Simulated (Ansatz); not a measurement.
**CH6OSi: a dynamics run in two tries**

Aim: a short trajectory for this system. SMILES of the start: C[SiH2]O.

All numbers below are computed with Ansatz 0.2.0 (RKS r2SCAN/cc-pVDZ).

## Step 1: Starting point

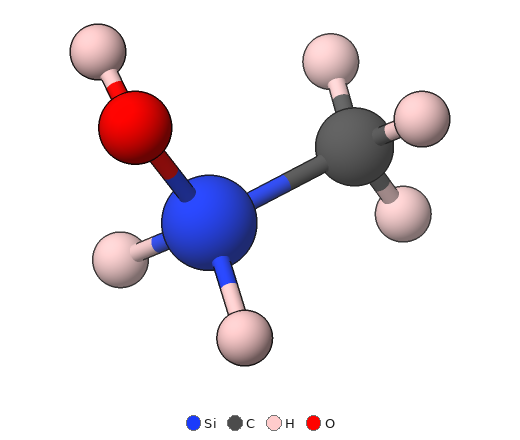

The starting structure, seen from a free direction (silicon blue, carbon dark grey, hydrogen pink, oxygen red).

Structure file:

```xyz
9

Si   -0.0341   -0.0584   -0.0133
C     0.0102   -0.0243    1.8640
H    -1.0158   -0.0356    2.2700
H     0.5410   -0.8972    2.2782
H     0.5100    0.8883    2.2261
O     1.5083    0.0570   -0.7036
H     2.0819   -0.7023   -0.5334
H    -0.7614    1.1343   -0.5421
H    -0.7307   -1.3138   -0.4623
```

## Step 2: The run

Contents of input.yaml:

```yaml
crystal:
  periodic: [false, false, false]
  atoms:
    - { symbol: Si, position_ang: [-0.034115, -0.058419, -0.013323] }
    - { symbol: C, position_ang: [0.010224, -0.024308, 1.864025] }
    - { symbol: H, position_ang: [-1.015795, -0.035593, 2.269959] }
    - { symbol: H, position_ang: [0.541013, -0.897212, 2.278219] }
    - { symbol: H, position_ang: [0.510028, 0.888251, 2.226136] }
    - { symbol: O, position_ang: [1.508265, 0.05698, -0.703586] }
    - { symbol: H, position_ang: [2.081893, -0.702331, -0.533419] }
    - { symbol: H, position_ang: [-0.761442, 1.134336, -0.542124] }
    - { symbol: H, position_ang: [-0.73067, -1.313804, -0.462288] }
basis:
  gaussian: { orbitals: cc-pVDZ }
hamiltonian:
  xc: r2scan
md:
  timestep: -0.5
  n_steps: 25
  ensemble: nve
  temperature: 400.0
  initial_velocities: maxwell_boltzmann
  seed: 901605
```

Run with:

```console
$ ansatz run input.yaml --threads 1 --pin off --max-ram 2048MiB --backend cpu --events-out ev --progress --plain --runs-dir out
```

What it wrote:

```text
Error: invalid value for `md.timestep`: must be finite and > 0; got -0.5 fs
```

Wall time 0.04 s (1 thread of AMD EPYC 7R43 (Zen 3), shared host); peak memory 0.04 GiB.

## Step 3: Diagnosis

Nothing was computed: the input was turned down at the start. The line that matters: «invalid value for `md.timestep`: must be finite and > 0; got -0.5 fs»

The time step is negative.

Remedy: give md.timestep a positive value.

## Step 4: The mended input

input.yaml, as its differences from that of step 2:

```diff
@@ -17,4 +17,4 @@
 md:
-  timestep: -0.5
-  n_steps: 25
+  timestep: 1.0
+  n_steps: 300
   ensemble: nve
```

Run with:

```console
$ ansatz run input.yaml --threads 1 --pin off --max-ram 2048MiB --backend cpu --events-out ev --progress --plain --runs-dir out
```

The limit on steps is raised as well. The first and last lines of the walk in its log:

```text
md step     0: t =     0.00 fs  T =   400.0 K  F+E_penalty+E_count = -11058.11801370 eV  E_kin = 0.361928 eV  conserved = -11057.75608570 eV  (25 SCF iters)
md step     1: t =     1.00 fs  T =   350.5 K  F+E_penalty+E_count = -11058.06966934 eV  E_kin = 0.317157 eV  conserved = -11057.75251269 eV  (28 SCF iters)
md step     2: t =     2.00 fs  T =   255.7 K  F+E_penalty+E_count = -11057.97758896 eV  E_kin = 0.231402 eV  conserved = -11057.74618743 eV  (28 SCF iters)
[...]
md step   298: t =   298.00 fs  T =   138.8 K  F+E_penalty+E_count = -11057.87193818 eV  E_kin = 0.125603 eV  conserved = -11057.74633531 eV  (28 SCF iters)
md step   299: t =   299.00 fs  T =   167.9 K  F+E_penalty+E_count = -11057.89984318 eV  E_kin = 0.151925 eV  conserved = -11057.74791866 eV  (28 SCF iters)
md step   300: t =   300.00 fs  T =   222.0 K  F+E_penalty+E_count = -11057.95067034 eV  E_kin = 0.200876 eV  conserved = -11057.74979439 eV  (26 SCF iters)
```

Run time: 14 min. Hardware: 1 thread of AMD EPYC 7R43 (Zen 3), shared host; peak memory 0.14 GiB.

The second input runs as intended: 300 steps, ending at 222 K.

## Step 5: What came out

| quantity | value |
| --- | --- |
| first try | refused |
| cause | the time step is negative |

**Reading.** The fault in the first input was caught at the input check and cost nothing.
